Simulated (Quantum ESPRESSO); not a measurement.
## Cost against accuracy: vacuum between outermost atoms (Å) for a (001) slab of H2 (cut from a parent of space group no. 139; 8 atoms in the cell)

Cell: a = 3.3831 Å, b = 3.3831 Å, c = 18.9177 Å, α = 90.00°, β = 90.00°, γ = 90.00°.

Level of theory: LDA (PZ), GBRV 1.5 ultrasoft (LDA) pseudopotentials (plane waves; Quantum ESPRESSO).

Base settings: ecutwfc = 40 Ry; ecutrho = 200 Ry; occupations = smearing; smearing = gaussian; degauss = 0.0036749 Ry; mixing_mode = local-TF; potentials = {H: h_lda_v1.4.uspp.F.UPF}; K_POINTS = automatic 10 10 1 0 0 0; conv_thr = 1e-09 Ry; mixing_beta = 0.4.

Misses are taken against the tightest run, 28.0, which need not be fully converged itself.

The count of work is k-points × plane waves × bands × iterations; it is no time, and leaves out set-up, grids and terms that scale otherwise. Core times come from one kind of shared machine and are given to one figure; runs under 30 s give none.

The starting cell comes from a database of computed structures (which also holds hypothetical and non-ambient phases and stackings), without a prior relaxation at this level. The slab is cut from that crystal, and its faces are unrelaxed. In the base run, forces exceed 1 eV/Å.

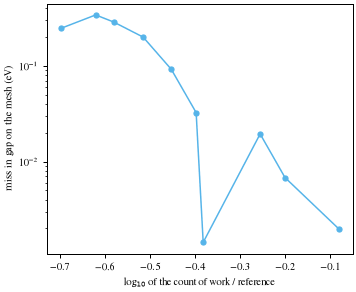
Miss against the count of work; the reference run is not drawn, and misses under 0.001 eV are drawn there.

```tsv
vacuum between outermost atoms (Å)	gap on the mesh less reference (eV)	count of work / reference	core time / reference (rough)
3.0	-0.246	0.20	–
4.0	-0.341	0.24	–
5.0	-0.287	0.26	–
6.0	-0.200	0.31	–
8.0	-0.092	0.35	–
10.0	-0.032	0.40	–
12.0	-0.001	0.41	0.3
15.0	0.019	0.55	0.5
18.0	0.007	0.63	0.6
22.0	0.002	0.83	0.7
28.0	0.000	1.0	1
```

Coarsest setting among those run that, with all tighter ones, holds the gap on the mesh within 0.05 eV of the reference: 10.0, off by 0.032 eV; it needs 0.40 of the reference's count of work.

Smallest miss in the gap on the mesh for at most 0.5 times the reference's count of work: 12.0, with a miss of 0.0014 eV at a count of 0.41.
